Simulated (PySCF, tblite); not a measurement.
# H8N2OSi2: dynamics, then NMR shifts on frames, part 2 of 2

tblite 0.8.0 and PySCF 2.14.0. Atoms count from 0.

### 4 Shielding tensors: 425 fs, PBE0/pcSseg-1

Job settings and geometry (Å):

```
{"job": {"kind": "nmr", "xc": "PBE0", "basis": "pcSseg-1", "pop": false}, "charge": 0, "multiplicity": 1}
N     -1.442600     1.435600     0.993100
Si    -1.283500    -0.304100     0.898800
N     -2.091600    -0.901700    -0.446300
O      0.302100    -0.698600     0.910500
Si     1.622200    -0.258900     0.167200
H     -2.274700     1.829700     0.613100
H     -1.240000     1.822800     1.928300
H     -1.807600    -1.070900     2.054700
H     -2.376900    -0.374700    -1.251000
H     -1.673000    -1.781300    -0.773100
H      1.401300     0.073600    -1.332900
H      2.124900     0.936200     0.881200
H      2.650000    -1.215500     0.252100
```

Level: GIAO PBE0/pcSseg-1 NMR shielding, non-relativistic, gas phase.

Standard output:

```text
coarse grid: 11424 points
cycle   1  E = -767.9778415701  dE =  4.939e-01  |g| = 8.817e-01  |ddm| = 3.226e+00
cycle   2  E = -767.8024924268  dE =  1.753e-01  |g| = 1.299e+00  |ddm| = 1.536e+00
cycle   3  E = -768.1169299700  dE = -3.144e-01  |g| = 1.228e-01  |ddm| = 1.045e+00
cycle   4  E = -768.1192151273  dE = -2.285e-03  |g| = 5.513e-02  |ddm| = 1.126e-01
cycle   5  E = -768.1198109961  dE = -5.959e-04  |g| = 6.158e-03  |ddm| = 4.180e-02
cycle   6  E = -768.1198180639  dE = -7.068e-06  |g| = 1.054e-03  |ddm| = 6.085e-03
final grid: 100024 points
cycle   7  E = -768.1517864293  dE = -7.525e-06  |g| = 1.065e-02  |ddm| = 1.457e-02
cycle   8  E = -768.1517579743  dE =  2.846e-05  |g| = 1.630e-02  |ddm| = 1.677e-02
cycle   9  E = -768.1518072295  dE = -4.926e-05  |g| = 8.193e-04  |ddm| = 1.040e-02
cycle  10  E = -768.1518073445  dE = -1.150e-07  |g| = 2.262e-04  |ddm| = 7.294e-04
cycle  11  E = -768.1518073537  dE = -9.229e-09  |g| = 4.279e-05  |ddm| = 1.795e-04
cycle  12  E = -768.1518073541  dE = -3.236e-10  |g| = 1.204e-05  |ddm| = 4.235e-05
converged SCF energy = -768.1518073541

GIAO shielding tensors (ppm)
atom      isotropic    diamagn.    paramagn.     s11        s22        s33       span
  0 N      239.273     317.740     -78.468    215.485    234.251    268.082     52.596
  1 Si     387.744     880.402    -492.658    355.962    391.104    416.167     60.205
  2 N      241.967     321.599     -79.632    211.779    247.276    266.846     55.067
  3 O      277.170     400.500    -123.330    251.215    285.758    294.538     43.322
  4 Si     405.497     880.505    -475.008    357.863    379.737    478.892    121.030
  5 H       31.311      31.008       0.303     24.538     27.528     41.867     17.329
  6 H       30.346      29.421       0.925     23.856     26.269     40.914     17.058
  7 H       26.591      28.403      -1.811     23.231     24.041     32.502      9.271
  8 H       30.717      32.980      -2.263     24.473     26.299     41.380     16.906
  9 H       30.998      31.708      -0.710     23.964     27.673     41.357     17.393
 10 H       25.752      29.934      -4.182     22.527     24.525     30.205      7.678
 11 H       26.471      30.143      -3.671     22.689     25.016     31.709      9.020
 12 H       27.442      30.405      -2.964     24.053     25.301     32.972      8.919
```

It took 22 s on 1 thread of Intel Xeon Platinum 8175M at 2.50GHz, shared host; peak memory 0.71 GiB.

In short: δ N0 28.5, N2 25.8, Si1 -38.6, Si4 -56.3, H10 5.96, H11 5.25 ppm.

### 5 Nuclear shieldings: 625 fs, PBE0/pcSseg-1

Job settings and geometry (Å):

```
{"job": {"kind": "nmr", "xc": "PBE0", "basis": "pcSseg-1", "pop": false}, "charge": 0, "multiplicity": 1}
N     -2.092000     0.966500     1.166500
Si    -1.174800    -0.455500     0.996300
N     -1.842200    -1.245500    -0.375000
O      0.452800    -0.275200     0.775700
Si     1.572300    -0.109600    -0.350600
H     -3.071500     0.916400     0.960100
H     -1.679200     1.789500     1.545500
H     -1.113200    -1.269000     2.187100
H     -2.807600    -1.225700    -0.671200
H     -1.513800    -2.179800    -0.522200
H      1.327200    -1.048300    -1.524400
H      1.615200     1.237800    -0.805700
H      2.893900    -0.597800     0.242800
```

Method: GIAO PBE0/pcSseg-1 NMR shielding, non-relativistic, gas phase.

Standard output:

```text
coarse grid: 11424 points
cycle   1  E = -767.9751179257  dE =  4.801e-01  |g| = 8.894e-01  |ddm| = 3.231e+00
cycle   2  E = -767.7849761784  dE =  1.901e-01  |g| = 1.331e+00  |ddm| = 1.589e+00
cycle   3  E = -768.1169713732  dE = -3.320e-01  |g| = 1.304e-01  |ddm| = 1.094e+00
cycle   4  E = -768.1195743195  dE = -2.603e-03  |g| = 5.542e-02  |ddm| = 1.154e-01
cycle   5  E = -768.1201789339  dE = -6.046e-04  |g| = 5.914e-03  |ddm| = 4.491e-02
cycle   6  E = -768.1201852726  dE = -6.339e-06  |g| = 8.681e-04  |ddm| = 5.927e-03
final grid: 100024 points
cycle   7  E = -768.1524066985  dE = -8.374e-06  |g| = 1.055e-02  |ddm| = 1.408e-02
cycle   8  E = -768.1523791274  dE =  2.757e-05  |g| = 1.611e-02  |ddm| = 1.687e-02
cycle   9  E = -768.1524269603  dE = -4.783e-05  |g| = 9.112e-04  |ddm| = 1.041e-02
cycle  10  E = -768.1524271046  dE = -1.443e-07  |g| = 2.158e-04  |ddm| = 7.590e-04
cycle  11  E = -768.1524271132  dE = -8.573e-09  |g| = 3.844e-05  |ddm| = 1.898e-04
cycle  12  E = -768.1524271135  dE = -2.710e-10  |g| = 7.746e-06  |ddm| = 3.762e-05
converged SCF energy = -768.1524271135

GIAO shielding tensors (ppm)
atom      isotropic    diamagn.    paramagn.     s11        s22        s33       span
  0 N      245.590     321.289     -75.698    210.062    241.268    285.441     75.378
  1 Si     392.092     879.805    -487.713    364.696    397.461    414.119     49.423
  2 N      240.408     317.610     -77.202    213.698    242.813    264.715     51.017
  3 O      284.939     400.073    -115.134    253.205    287.045    314.569     61.364
  4 Si     402.160     879.825    -477.665    358.798    371.055    476.628    117.829
  5 H       30.856      30.385       0.471     23.818     27.752     40.997     17.180
  6 H       30.829      31.947      -1.118     23.886     26.505     42.097     18.211
  7 H       26.777      29.259      -2.482     23.036     24.639     32.655      9.619
  8 H       30.973      30.861       0.112     24.267     27.070     41.581     17.314
  9 H       31.785      32.232      -0.447     24.513     27.915     42.926     18.413
 10 H       25.869      29.733      -3.864     22.326     25.199     30.084      7.758
 11 H       26.966      30.903      -3.937     23.166     25.103     32.628      9.462
 12 H       25.978      28.243      -2.265     22.738     24.229     30.967      8.229
```

Run time: 24 s. Hardware: 1 thread of Intel Xeon Platinum 8175M at 2.50GHz, shared host; peak memory 0.71 GiB.

This run: δ N2 27.3, N0 22.1, Si1 -42.9, Si4 -53.0, H10 5.85, H12 5.74 ppm.

### 6 NMR shieldings: 800 fs, PBE0/pcSseg-1

Job settings and geometry (Å):

```
{"job": {"kind": "nmr", "xc": "PBE0", "basis": "pcSseg-1", "pop": false}, "charge": 0, "multiplicity": 1}
N     -1.956600     0.967700     1.059600
Si    -1.202800    -0.535200     0.912700
N     -1.995200    -1.224000    -0.438900
O      0.338300    -0.306700     0.419600
Si     1.544800     0.003300    -0.586800
H     -2.888200     0.860800     1.372800
H     -1.501300     1.836300     1.360700
H     -0.979600    -1.464500     2.059400
H     -2.966700    -1.344200    -0.402000
H     -1.459500    -1.957200    -0.917200
H      1.589800    -1.052600    -1.564000
H      1.347000     1.285400    -1.257700
H      2.801100    -0.110800     0.222800
```

With the program's defaults for keys left out, this is: GIAO PBE0/pcSseg-1 NMR shielding, non-relativistic, gas phase.

Standard output:

```text
coarse grid: 11424 points
cycle   1  E = -767.9573633475  dE =  5.266e-01  |g| = 9.192e-01  |ddm| = 3.227e+00
cycle   2  E = -767.7466307427  dE =  2.107e-01  |g| = 1.385e+00  |ddm| = 1.738e+00
cycle   3  E = -768.1113692697  dE = -3.647e-01  |g| = 1.186e-01  |ddm| = 1.199e+00
cycle   4  E = -768.1132364700  dE = -1.867e-03  |g| = 6.093e-02  |ddm| = 1.124e-01
cycle   5  E = -768.1139661942  dE = -7.297e-04  |g| = 6.760e-03  |ddm| = 5.124e-02
cycle   6  E = -768.1139750188  dE = -8.825e-06  |g| = 5.614e-04  |ddm| = 6.879e-03
final grid: 100024 points
cycle   7  E = -768.1467463812  dE = -9.613e-06  |g| = 1.043e-02  |ddm| = 1.389e-02
cycle   8  E = -768.1467203428  dE =  2.604e-05  |g| = 1.578e-02  |ddm| = 1.717e-02
cycle   9  E = -768.1467661002  dE = -4.576e-05  |g| = 7.575e-04  |ddm| = 1.057e-02
cycle  10  E = -768.1467661947  dE = -9.447e-08  |g| = 2.376e-04  |ddm| = 6.905e-04
cycle  11  E = -768.1467662053  dE = -1.063e-08  |g| = 4.351e-05  |ddm| = 2.164e-04
cycle  12  E = -768.1467662057  dE = -3.608e-10  |g| = 6.324e-06  |ddm| = 3.956e-05
converged SCF energy = -768.1467662057

GIAO shielding tensors (ppm)
atom      isotropic    diamagn.    paramagn.     s11        s22        s33       span
  0 N      239.273     317.806     -78.533    211.662    232.298    273.860     62.197
  1 Si     386.955     881.533    -494.578    369.911    382.856    408.097     38.186
  2 N      232.384     319.986     -87.603    204.645    222.026    270.481     65.836
  3 O      303.000     399.353     -96.353    265.167    316.956    326.877     61.709
  4 Si     401.445     880.410    -478.965    362.640    367.491    474.202    111.561
  5 H       32.222      29.945       2.277     25.291     28.506     42.869     17.577
  6 H       29.675      30.796      -1.121     23.130     25.539     40.356     17.226
  7 H       26.019      29.017      -2.998     22.786     23.532     31.738      8.952
  8 H       31.902      31.716       0.186     25.567     27.660     42.479     16.912
  9 H       30.295      31.711      -1.416     23.431     27.253     40.201     16.770
 10 H       26.857      30.891      -4.035     23.098     25.565     31.907      8.810
 11 H       26.456      30.407      -3.951     22.833     24.888     31.648      8.815
 12 H       26.222      28.976      -2.754     22.801     24.491     31.374      8.573
```

It took 22 s on 1 thread of Intel Xeon Platinum 8175M at 2.50GHz, shared host; peak memory 0.71 GiB.

Key values: δ N2 35.3, N0 28.5, Si1 -37.8, Si4 -52.3, H7 5.70, H12 5.50 ppm.

### 7 NMR shieldings: 1000 fs, PBE0/pcSseg-1

Job settings and geometry (Å):

```
{"job": {"kind": "nmr", "xc": "PBE0", "basis": "pcSseg-1", "pop": false}, "charge": 0, "multiplicity": 1}
N     -1.804300     0.985000     0.844800
Si    -1.393600    -0.678000     0.982100
N     -2.387000    -1.550300    -0.102500
O      0.176300    -0.784600     0.527300
Si     1.321000    -0.299900    -0.458300
H     -2.800200     1.226800     0.851400
H     -1.269600     1.668100     1.345200
H     -1.373500    -1.324100     2.335600
H     -3.395100    -1.371200    -0.204400
H     -2.191600    -2.490800    -0.338100
H      1.139300    -0.457800    -1.851800
H      1.730000     1.092600    -0.074500
H      2.492300    -1.180900    -0.063800
```

Method: GIAO PBE0/pcSseg-1 NMR shielding, non-relativistic, gas phase.

Standard output:

```text
coarse grid: 11424 points
cycle   1  E = -767.9749307593  dE =  4.676e-01  |g| = 8.945e-01  |ddm| = 3.223e+00
cycle   2  E = -767.7797135173  dE =  1.952e-01  |g| = 1.342e+00  |ddm| = 1.604e+00
cycle   3  E = -768.1193524814  dE = -3.396e-01  |g| = 1.218e-01  |ddm| = 1.105e+00
cycle   4  E = -768.1214778587  dE = -2.125e-03  |g| = 5.787e-02  |ddm| = 1.106e-01
cycle   5  E = -768.1221339167  dE = -6.561e-04  |g| = 6.552e-03  |ddm| = 4.629e-02
cycle   6  E = -768.1221420672  dE = -8.150e-06  |g| = 8.617e-04  |ddm| = 6.744e-03
final grid: 100024 points
cycle   7  E = -768.1538159274  dE = -7.562e-06  |g| = 1.060e-02  |ddm| = 1.356e-02
cycle   8  E = -768.1537884921  dE =  2.744e-05  |g| = 1.611e-02  |ddm| = 1.701e-02
cycle   9  E = -768.1538365297  dE = -4.804e-05  |g| = 8.088e-04  |ddm| = 1.042e-02
cycle  10  E = -768.1538366405  dE = -1.109e-07  |g| = 2.263e-04  |ddm| = 7.121e-04
cycle  11  E = -768.1538366499  dE = -9.343e-09  |g| = 4.001e-05  |ddm| = 1.883e-04
cycle  12  E = -768.1538366502  dE = -2.822e-10  |g| = 8.891e-06  |ddm| = 3.880e-05
converged SCF energy = -768.1538366502

GIAO shielding tensors (ppm)
atom      isotropic    diamagn.    paramagn.     s11        s22        s33       span
  0 N      238.588     317.899     -79.311    213.626    234.797    267.340     53.714
  1 Si     392.116     879.723    -487.607    371.540    388.986    415.821     44.281
  2 N      241.125     316.602     -75.477    211.675    242.617    269.082     57.408
  3 O      289.895     399.280    -109.385    263.982    293.365    312.338     48.356
  4 Si     403.256     879.908    -476.652    357.310    370.398    482.060    124.750
  5 H       30.819      29.235       1.584     23.927     27.199     41.331     17.404
  6 H       30.910      32.509      -1.599     24.169     26.955     41.606     17.438
  7 H       26.058      28.074      -2.016     22.760     23.702     31.712      8.952
  8 H       30.577      28.480       2.097     23.669     26.832     41.230     17.561
  9 H       31.511      31.285       0.226     24.516     27.211     42.806     18.290
 10 H       26.951      30.787      -3.836     23.417     25.203     32.234      8.817
 11 H       26.186      30.017      -3.831     22.544     24.787     31.228      8.684
 12 H       26.164      28.731      -2.566     22.712     24.409     31.372      8.660
```

Run time: 18 s. Hardware: 1 thread of Intel Xeon Platinum 8175M at 2.50GHz, shared host; peak memory 0.71 GiB.

Key values: δ N0 29.1, N2 26.6, Si1 -43.0, Si4 -54.1, H7 5.66, H12 5.55 ppm.

### 8 Run by run: NMR shifts

Shifts (ppm) of some atoms, chosen among heavy atoms and hydrogens apart, with basis size and wall time:

```tsv
frame	H8	H6	N2	N0	Si4	Si1	O3	functions	time
250 fs	1.36	0.27	27.5	22.6	-46.7	-48.7	43.7	139	29 s
425 fs	1.00	1.37	25.8	28.5	-56.3	-38.6	58.9	139	22 s
625 fs	0.74	0.89	27.3	22.1	-53.0	-42.9	51.1	139	24 s
800 fs	-0.18	2.04	35.3	28.5	-52.3	-37.8	33.1	139	22 s
1000 fs	1.14	0.81	26.6	29.1	-54.1	-43.0	46.2	139	18 s
```

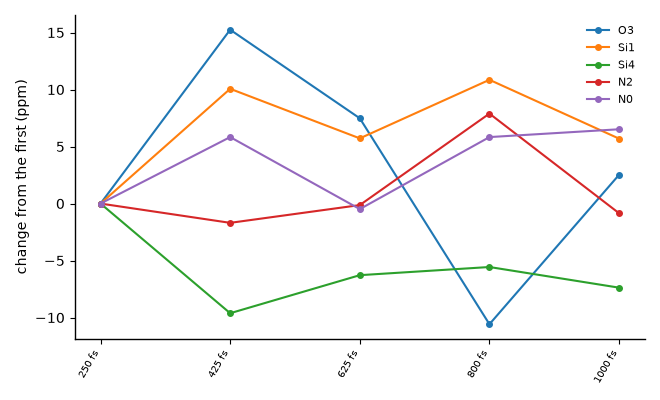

How five of the tabulated atoms move from run to run.

### 9 What came out

The summary covers parts 1 to 2.

| quantity | value |
| --- | --- |
| thermostat | 200 K |
| mean temperature, second half | 184 K |
| mean potential energy above the minimum | 0.27 eV |
| ¹H shifts against TMS (PBE0/pcSseg-1, 250 fs) | 5.67, 4.80, 4.73, 4.51, 1.36, 0.91, 0.27, -0.35 ppm |
| ¹⁵N shifts against NH3 (PBE0/pcSseg-1, 250 fs) | 27.5, 22.6 ppm |
| ²⁹Si shifts against TMS (PBE0/pcSseg-1, 250 fs) | -46.7, -48.7 ppm |
| ¹⁷O shifts against H2O (PBE0/pcSseg-1, 250 fs) | 43.7 ppm |
| surface potential, 1st and 99th percentile | -1.41 V and 1.60 V |
| range of the shift of O3 | 33.1 to 58.9 ppm |

**Reading.** In the second half the potential energy averages 0.27 eV above the minimum; equipartition over 33 harmonic modes at 200 K would give 0.28 eV. With 13 atoms the temperature swings widely (103 to 327 K). Shifts at one fixed geometry are not the observed spectrum, which averages over the motion. In the first frame run (250 fs): The largest span, 110 ppm, is at Si4, where the paramagnetic term is -485 ppm. In ppm, O3 moves most: its shift spreads over 25.8 ppm, from 33.1 (800 fs) to 58.9 (425 fs).
